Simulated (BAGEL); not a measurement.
# doublet BSiH4F+ at 4 levels

Wanted: a comparison of 4 runs (UHF/STO-3G, ROHF/6-31G*, UHF/6-31G*, ROHF/6-311+G**) of doublet BSiH4F+. 

Program for the calculation: BAGEL 1.2.2.

1 further run of the same task is left out (it didn't finish). Runs told in other sessions of the task aren't counted.

### Step 1. The system as given

BSiH4F+: 7 atoms, total charge +1, spin state doublet. SMILES of the parent species: `FB[SiH3]`. The shape is that of a PBE0-D4/def2-TZVP optimisation. That shape belongs to the parent species and isn't relaxed for this state.

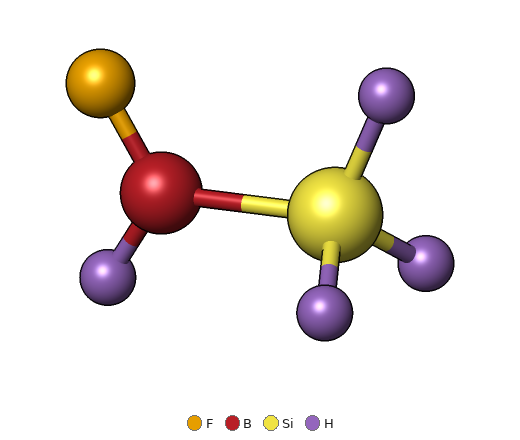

Viewed from a chosen angle; fluorine amber, boron red, silicon yellow, hydrogen purple.

### Step 2. A single-point energy at UHF/STO-3G (density fitting with qzvpp-jkfit) (run 1)

input.json reads:

```json
{ "bagel" : [

{
  "title" : "molecule",
  "basis" : "sto-3g",
  "df_basis" : "qzvpp-jkfit",
  "angstrom" : "true",
  "geometry" : [
    { "atom" : "F", "xyz" : [      -1.379400,      -1.601500,       0.571800 ] },
    { "atom" : "B", "xyz" : [      -0.186700,      -1.168700,       0.204000 ] },
    { "atom" : "Si", "xyz" : [       0.146300,       0.805600,      -0.161100 ] },
    { "atom" : "H", "xyz" : [       0.673400,      -2.004900,       0.107300 ] },
    { "atom" : "H", "xyz" : [       0.733100,       0.954500,      -1.522300 ] },
    { "atom" : "H", "xyz" : [       1.152900,       1.303800,       0.818800 ] },
    { "atom" : "H", "xyz" : [      -1.078400,       1.642900,      -0.064200 ] }
  ]
},

{ "title" : "uhf", "charge" : 1, "nopen" : 1 },

{ "title" : "print", "file" : "orbitals.molden", "orbitals" : "true" }

]}
```

On the command line:

```
$ BAGEL_NUM_THREADS=1 BAGEL input.json > input.out
```

The log of the run:

```text
* using 1 threads per process

  ===============================================================
  ===============================================================

  *** Geometry ***

[... 23 lines left out ...]
      * DIIS with orbital gradients will be used.

  === UHF iteration (sto-3g) ===
      0       -409.96215210          0.04731718           0.01
      1       -410.04807367          0.02715401           0.01
      2       -410.06619188          0.01202839           0.01
[... 15 lines of this table left out ...]
     18       -410.07159684          0.00000001           0.01
    * SCF iteration converged.

    * S^2 (UHF) is 0.7576

    * Permanent dipole moment:
           (   -0.434126,     0.231315,     0.081060) a.u.

    * METHOD: UHF                                  0.23

    * METHOD: PRINT                                0.00

  ===============================================================
```

Run time: 0.5 s. Hardware: 1 thread of Intel Xeon 6975P-C (Granite Rapids), shared host.

### Step 3. The energy at ROHF/6-31G(d) (density fitting with qzvpp-jkfit, spherical functions) (run 2)

input.json reads:

```json
{ "bagel" : [

{
  "title" : "molecule",
  "basis" : "6-31gs.json",
  "df_basis" : "qzvpp-jkfit",
  "angstrom" : true,
  "geometry" : [
    { "atom" : "F", "xyz" : [   -1.379400,   -1.601500,    0.571800 ] },
    { "atom" : "B", "xyz" : [   -0.186700,   -1.168700,    0.204000 ] },
    { "atom" : "Si", "xyz" : [    0.146300,    0.805600,   -0.161100 ] },
    { "atom" : "H", "xyz" : [    0.673400,   -2.004900,    0.107300 ] },
    { "atom" : "H", "xyz" : [    0.733100,    0.954500,   -1.522300 ] },
    { "atom" : "H", "xyz" : [    1.152900,    1.303800,    0.818800 ] },
    { "atom" : "H", "xyz" : [   -1.078400,    1.642900,   -0.064200 ] }
  ]
},
{
  "title" : "rohf",
  "charge" : 1,
  "nopen" : 1
},
{
  "title" : "print",
  "file" : "orbitals.molden",
  "orbitals" : true
}

]}
```

The basis set 6-31G* is read from a file made from the Basis Set Exchange's data (not shown).

On the command line:

```
$ BAGEL_NUM_THREADS=1 BAGEL input.json > input.out
```

The log of the run:

```text
* using 1 threads per process

  ===============================================================
  ===============================================================

  *** Geometry ***

[... 23 lines left out ...]
      * DIIS with orbital gradients will be used.

  === ROHF iteration (6-31gs.json) ===
      0       -414.84617373          0.04964140           0.03
      1       -414.94559111          0.03700086           0.02
      2       -414.97959400          0.02513819           0.02
[... 13 lines of this table left out ...]
     16       -415.01093315          0.00000001           0.02
    * SCF iteration converged.

    * S^2 (ROHF) is 0.7500

    * Permanent dipole moment:
           (   -0.866875,    -0.108425,     0.240289) a.u.

    * METHOD: ROHF                                 0.53

    * METHOD: PRINT                                0.00

  ===============================================================
```

Run time: 0.79 s. Hardware: 1 thread of Intel Xeon 6975P-C (Granite Rapids), shared host.

Run 3 isn't shown in full; the table further down has it.

### Step 4. A single-point energy at ROHF/6-311+G(d,p) (density fitting with qzvpp-jkfit) (run 4)

input.json reads:

```json
{ "bagel": [

{
  "title": "molecule",
  "basis": "6-311+gss.json",
  "df_basis": "qzvpp-jkfit",
  "angstrom": true,
  "geometry": [
    { "atom": "F", "xyz": [      -1.379400,      -1.601500,       0.571800 ] },
    { "atom": "B", "xyz": [      -0.186700,      -1.168700,       0.204000 ] },
    { "atom": "Si", "xyz": [       0.146300,       0.805600,      -0.161100 ] },
    { "atom": "H", "xyz": [       0.673400,      -2.004900,       0.107300 ] },
    { "atom": "H", "xyz": [       0.733100,       0.954500,      -1.522300 ] },
    { "atom": "H", "xyz": [       1.152900,       1.303800,       0.818800 ] },
    { "atom": "H", "xyz": [      -1.078400,       1.642900,      -0.064200 ] }
  ]
},

{
  "title": "rohf",
  "charge": 1,
  "nopen": 1
},

{
  "title": "print",
  "file": "orbitals.molden",
  "orbitals": true
}

]}
```

The basis set 6-311+G** is read from a file made from the Basis Set Exchange's data (not shown).

On the command line:

```
$ BAGEL_NUM_THREADS=1 BAGEL input.json > input.out
```

The log of the run:

```text
* using 1 threads per process

  ===============================================================
  ===============================================================

  *** Geometry ***

[... 23 lines left out ...]
      * DIIS with orbital gradients will be used.

  === ROHF iteration (6-311+gss.json) ===
      0       -414.83092799          0.05340198           0.06
      1       -414.94692469          0.04438444           0.08
      2       -415.00652555          0.03207595           0.06
[... 15 lines of this table left out ...]
     18       -415.07180744          0.00000000           0.06
    * SCF iteration converged.

    * S^2 (ROHF) is 0.7500

    * Permanent dipole moment:
           (   -0.927701,    -0.167084,     0.263639) a.u.

    * METHOD: ROHF                                 1.33

    * METHOD: PRINT                                0.01

  ===============================================================
```

Run time: 1.6 s. Hardware: 1 thread of Intel Xeon 6975P-C (Granite Rapids), shared host.

### Step 5. Overview of the runs

| run | level | energy (Eh) | ⟨S²⟩ | wall time |
| --- | --- | --- | --- | --- |
| 1 | UHF/STO-3G (density fitting with qzvpp-jkfit) | -410.071597 | 0.758 | 0.5 s |
| 2 | ROHF/6-31G* (density fitting with qzvpp-jkfit, spherical functions) | -415.010933 | 0.750 | 0.79 s |
| 3 | UHF/6-31G* (density fitting with qzvpp-jkfit, spherical functions) | -415.014682 | 0.762 | 0.85 s |
| 4 | ROHF/6-311+G** (density fitting with qzvpp-jkfit) | -415.071807 | 0.750 | 1.6 s |

### Step 6. Outcome

| quantity | value |
| --- | --- |
| run 4: total energy | -415.07181 Eh |
| run 4: ⟨S²⟩ | 0.750 |

In words: In run 1 the basis is minimal, so the values are rough. All runs together took 3.7 s, the longest 1.6 s.
